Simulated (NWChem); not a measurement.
# CH5N (methylamine): levels of theory compared

We compute a comparison of 6 runs (HF/STO-3G, HF/3-21G, B3LYP/6-31G*, B2PLYP/aug-cc-pVDZ, wB97X/aug-cc-pVDZ) of CH5N (methylamine). 

Program for the calculation: NWChem 7.3.0.

3 further runs of the same task are left out: 1 that didn't finish, 2 set aside as unsound or not needed.

### Step 1. The molecule

The species is CH5N (7 atoms), meant as a singlet with charge 0. SMILES: `CN`. Geometry: relaxed at PBE0-D4/def2-TZVP.

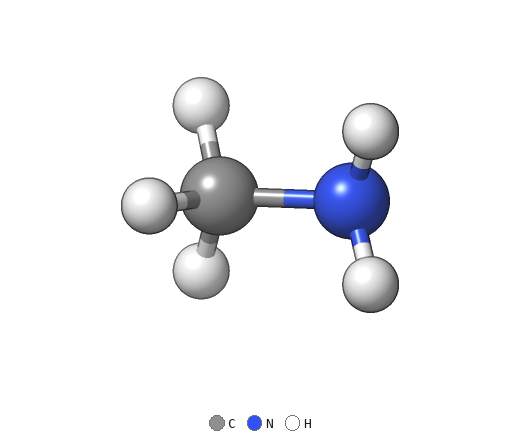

Viewed from a chosen angle; carbon grey, nitrogen blue, hydrogen white.

### Step 2. Energy and gradient at HF/STO-3G (run 1)

Input file input.nw:

```
start input
memory total 2200 mb
charge 0

geometry units bohr noautosym nocenter noautoz
 C     -0.89535224    -0.26153810    -0.53195790
 N      1.51480446     0.73869394     0.32219830
 H     -1.86024640    -1.52387515     0.80785792
 H     -0.61831839    -1.30523383    -2.29129293
 H     -2.17412991     1.30258822    -0.95525656
 H      2.73632343    -0.68143524     0.70581271
 H      1.29691904     1.73061118     1.94244948
end

basis spherical bse
 * library STO-3G
end

scf
 thresh 1e-08
 maxiter 80
end

task scf gradient
```

Run with:

```bash
$ nwchem input.nw > input.out
```

Standard output:

```text
[...]
  functions       =    15
[...]
  wavefunction    = RHF
[...]
         Total SCF energy =    -94.030850107339
      One-electron energy =   -210.641789503559
      Two-electron energy =     74.470060786170
 Nuclear repulsion energy =     42.140878610051
        Time for solution =      0.3s
[...]
                         RHF ENERGY GRADIENTS
    atom               coordinates                        gradient
                 x          y          z           x          y          z
   1 C      -0.895352  -0.261538  -0.531958    0.023619   0.009788   0.008562
   2 N       1.514804   0.738694   0.322198   -0.012560  -0.016099   0.016567
   3 H      -1.860246  -1.523875   0.807858   -0.003609  -0.003007   0.001628
   4 H      -0.618318  -1.305234  -2.291293   -0.000608  -0.000278  -0.002893
   5 H      -2.174130   1.302588  -0.955257   -0.001606   0.001423  -0.002015
   6 H       2.736323  -0.681435   0.705813   -0.009648   0.015864  -0.004916
   7 H       1.296919   1.730611   1.942449    0.004412  -0.007691  -0.016934
[...]
```

It took 0.95 s on 1 thread of Intel Xeon 6975P-C (Granite Rapids), shared host; peak memory 0.099 GiB.

### Step 3. Energy and forces at HF/3-21G (run 2)

Input file ch5n.xyz:

```xyz
7
CH5N
C     -0.473800    -0.138400    -0.281500
N      0.801600     0.390900     0.170500
H     -0.984400    -0.806400     0.427500
H     -0.327200    -0.690700    -1.212500
H     -1.150500     0.689300    -0.505500
H      1.448000    -0.360600     0.373500
H      0.686300     0.915800     1.027900
```

Input file ch5n.nw:

```
start ch5n
title "CH5N"
memory total 2200 mb

geometry units angstroms noautosym nocenter noautoz
   load ch5n.xyz
end

basis "ao basis" spherical bse
   * library 3-21G
end

scf
   thresh 1e-08
   maxiter 80
end

task scf gradient
```

Run with:

```bash
$ nwchem ch5n.nw > ch5n.out
```

Standard output:

```text
[...]
  functions       =    28
[...]
  wavefunction    = RHF
[...]
         Total SCF energy =    -94.680142208041
      One-electron energy =   -210.874110701164
      Two-electron energy =     74.053086842549
 Nuclear repulsion energy =     42.140881650574
        Time for solution =      0.2s
[...]
                         RHF ENERGY GRADIENTS
    atom               coordinates                        gradient
                 x          y          z           x          y          z
   1 C      -0.895352  -0.261538  -0.531958    0.021448   0.006223   0.012943
   2 N       1.514804   0.738694   0.322198   -0.011916   0.002711  -0.019314
   3 H      -1.860246  -1.523875   0.807858   -0.003162  -0.003714   0.003537
   4 H      -0.618318  -1.305234  -2.291293    0.000692  -0.003052  -0.005724
   5 H      -2.174130   1.302588  -0.955256   -0.004003   0.004838  -0.001680
   6 H       2.736323  -0.681435   0.705813   -0.001533  -0.003500   0.005100
   7 H       1.296919   1.730611   1.942449   -0.001528  -0.003505   0.005137
[...]
```

Wall time 0.89 s (1 thread of Intel Xeon 6975P-C (Granite Rapids), shared host); peak memory 0.099 GiB.

Runs 3 to 5 aren't shown in full; the table further down has their settings and results.

### Step 4. Energy and gradient at wB97X/aug-cc-pVDZ (run 6)

Input file test.xyz:

```xyz
7

C     -0.473800    -0.138400    -0.281500
N      0.801600     0.390900     0.170500
H     -0.984400    -0.806400     0.427500
H     -0.327200    -0.690700    -1.212500
H     -1.150500     0.689300    -0.505500
H      1.448000    -0.360600     0.373500
H      0.686300     0.915800     1.027900
```

Input file test.nw:

```
start test
memory total 2200 mb
geometry units angstrom noautosym nocenter noautoz
 load test.xyz
end
basis spherical bse
 C library aug-cc-pVDZ
 N library aug-cc-pVDZ
 H library aug-cc-pVDZ
end
dft
 xc wb97x
 grid fine
 convergence energy 1e-08
 iterations 100
 mulliken
 noprint "final vectors analysis"
end
task dft gradient
```

Run with:

```bash
$ nwchem test.nw > test.out
```

Standard output:

```text
[...]
          Wavefunction type:  closed shell.
          No. of atoms     :     7
          No. of electrons :    18
[...]
          Charge           :     0
          Spin multiplicity:     1
[...]
          AO basis - number of functions:    91
[...]
              XC Information
              --------------
                       wb97x  Method XC Functional
                     Hartree-Fock (Exact) Exchange  1.000
                         wb97x Exchange Functional  1.000
                      wb97x Correlation Functional  1.000
[...]
 d= 0,ls=0.0,diis     1    -95.8158493034 -1.38D+02  1.13D-02  2.43D-01     4.0
[...]
 d= 0,ls=0.0,diis     9    -95.8429053418 -4.93D-09  1.68D-06  2.57D-09    33.7
         Total DFT energy =      -95.842905341818
      One electron energy =     -211.706965083852
           Coulomb energy =       87.900942374844
    Exchange-Corr. energy =      -14.177764283384
 Nuclear repulsion energy =       42.140881650574
[...]
  wavefunction    = closed shell
[...]
                         DFT ENERGY GRADIENTS
    atom               coordinates                        gradient
                 x          y          z           x          y          z
   1 C      -0.895352  -0.261538  -0.531958    0.001840   0.000925   0.000443
   2 N       1.514804   0.738694   0.322198   -0.001889  -0.001641   0.000846
   3 H      -1.860246  -1.523875   0.807858    0.000859   0.001811  -0.002557
   4 H      -0.618318  -1.305234  -2.291293   -0.000745   0.001852   0.003421
   5 H      -2.174130   1.302588  -0.955256    0.002262  -0.003171   0.000853
   6 H       2.736323  -0.681435   0.705813   -0.002063   0.001616  -0.000752
   7 H       1.296919   1.730611   1.942449   -0.000264  -0.001393  -0.002254
[...]
```

Wall time 52 s (1 thread of Intel Xeon 6975P-C (Granite Rapids), shared host); peak memory 0.11 GiB.

### Step 5. The series

```
run                               level  iteration cap  module  energy (Eh)  dipole moment (D)  HOMO energy (eV)  LUMO energy (eV)  wall time
  1                           HF/STO-3G             80     scf   -94.030850               1.46             -8.72             17.09     0.95 s
  2                            HF/3-21G             80     scf   -94.680142               1.70            -10.12              7.33     0.89 s
  3  B3LYP/6-31G* (spherical functions)            100     dft   -95.851174               1.41             -6.13              2.39      8.7 s
  4  B3LYP/6-31G* (Cartesian functions)            100     dft   -95.852995               1.41             -6.13              2.36      9.3 s
  5                  B2PLYP/aug-cc-pVDZ            100     dft   -95.763693               1.34             -8.26              0.30       12 s
  6                   wB97X/aug-cc-pVDZ            100     dft   -95.842905               1.35                 –                 –       52 s
```

### Step 6. Results

| quantity | value |
| --- | --- |
| run 6: total energy | -95.84291 Eh |
| run 6: dipole moment | 1.35 D |
| run 6: largest force on an atom | 0.205 eV/Å |

What this shows: The dipole moment (its size) runs from 1.34 D (B2PLYP/aug-cc-pVDZ) to 1.70 D (HF/3-21G). The two ends differ in method and basis. A double hybrid's value is that of its SCF part. Over runs 1, 2, 3, 4, 5 the HOMO–LUMO gap runs from 8.49 eV (B3LYP/6-31G*) to 25.81 eV (HF/STO-3G). Totals of different functionals can't be ranked against each other. In run 1 the basis is minimal, so the values are rough. All runs together took 84 s, the longest 52 s.
